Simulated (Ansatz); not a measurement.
# BrH$_{8}$NSi$_{3}$: what the fields show

The calculation's input:

```
crystal:
  periodic: [false, false, false]
  atoms:
    - symbol: Br
      position_ang: [-0.059012, 2.940775, 0.927037]
    - symbol: "N"
      position_ang: [0.921748, 1.507137, -1.984492]
    - symbol: Si
      position_ang: [0.717532, 1.187684, -0.306522]
    - symbol: Si
      position_ang: [-0.872924, -0.494672, 0.033218]
    - symbol: Si
      position_ang: [-1.415121, -0.602377, 2.314715]
    - symbol: H
      position_ang: [1.684629, 2.103071, -2.296322]
    - symbol: H
      position_ang: [0.104010, 1.635711, -2.574222]
    - symbol: H
      position_ang: [2.064237, 0.893472, 0.256872]
    - symbol: H
      position_ang: [-0.352684, -1.810568, -0.459693]
    - symbol: H
      position_ang: [-2.090163, -0.143687, -0.768275]
    - symbol: H
      position_ang: [-2.189984, -1.847651, 2.607056]
    - symbol: H
      position_ang: [-0.159915, -0.620234, 3.126281]
    - symbol: H
      position_ang: [-2.233758, 0.584238, 2.699463]
basis:
  gaussian:
    orbitals: def2-SVPD
hamiltonian:
  xc: {name: PBE0}
output: {forces: true, orbitals: {seedname: orbitals}}
```

Command:

```sh
ansatz run input.yaml --threads 2 --pin off --max-ram 5220MiB --events-out events.jsonl --progress --plain --runs-dir runs
```

Geometry: r2SCAN-D4/def2-SVP.

Computed with isolated molecule in a Gaussian basis; Kohn-Sham density functional theory, functional PBE0 (Ansatz).

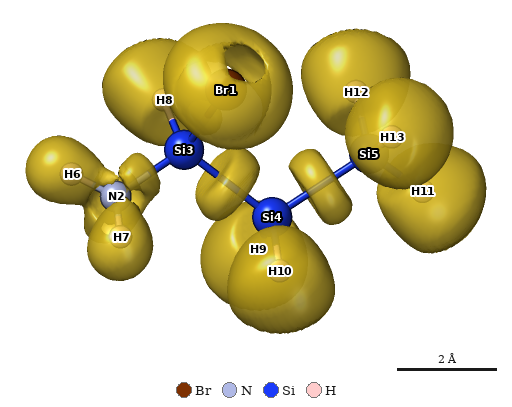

Figure 1. Isosurface of the electron localisation function at 0.8 (yellow), seen at a tilt. Core shells and regions of very low density are left out.

> Identify the bonds, lone pairs and shells in this picture.

The ELF exceeds this value in one region between bonded Br–Si atoms (shared pairs), two regions between bonded Si–Si atoms (shared pairs), six regions around hydrogen nuclei, one ring or bowl of non-bonding electrons around Br and one joined region spread over several atoms (H, N), in which their bonds and any lone pairs are merged.


Si–N (1.72 Å): the ELF peaks at about 0.90 between the atoms: a polar covalent bond. Si–Br (2.28 Å): the ELF peaks at about 0.85 between the atoms, as expected for a polar covalent bond.

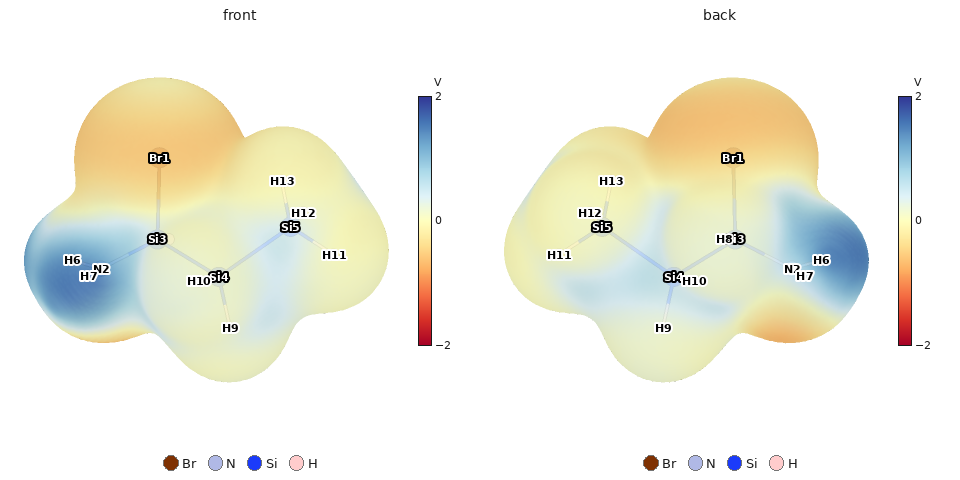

Figure 2. The electrostatic potential painted on the density surface at 0.001 e/bohr³, seen from the front and from behind; red is negative and blue positive.

> Which sites attract a positive test charge, and which a negative one?

A positive charge is drawn to the negative regions and a negative charge to the positive ones. The most negative region (about −0.7 V, or −16 kcal/mol for a unit charge) lies over N2, the most positive (about +1.6 V, or +37 kcal/mol for a unit charge) over H6 and H7.

> What dipole moment does the calculation give?

Its dipole moment is 1.99 D.

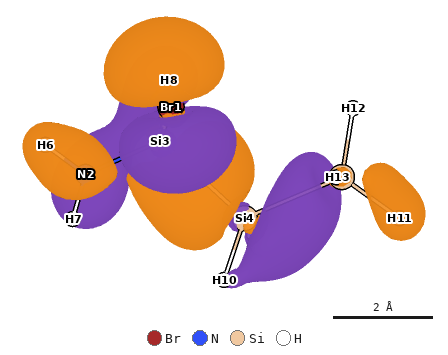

Figure 3. The HOMO at ±0.08 Å⁻³ᐟ² (orange and purple are the two phases), seen at a tilt.

> Describe this orbital and give its energy.

By Hirshfeld shares it lies mainly on Br1 (about 35 %), Si4 (about 20 %), Si3 (about 15 %), N2 (about 10 %) and Si5 (about 5 %). Its energy is −7.71 eV.

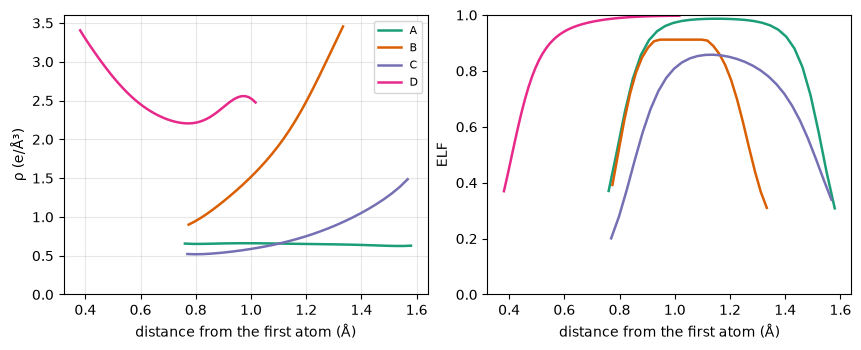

Figure 4. Electron density and electron localisation function along straight lines between neighbouring atoms. The curves leave out the atomic cores.

> Which curve belongs to which contact (N–H, Si–Br, Si–N and Si–Si)? The first atom named is at distance zero.

Curve A: Si–Si (2.34 Å): ρ at the midpoint is about 0.65 e/Å³; the ELF peaks at about 1 between the atoms: localised, covalent bonding. Curve B: Si–N (1.72 Å): ρ is about 1.1 e/Å³ halfway; the ELF peaks at about 0.90 between the atoms (a polar covalent bond). Curve C: Si–Br (2.28 Å): ρ is about 0.69 e/Å³ halfway, with its minimum of 0.52 e/Å³ about 0.8 Å from Si; the ELF peaks at about 0.85 between the atoms: a shared but strongly polarised pair. Curve D: N–H (1.02 Å): ρ is about 2.8 e/Å³ halfway; the ELF climbs to about 1 towards the hydrogen, as it does in any bond to H; a covalent bond by its length.
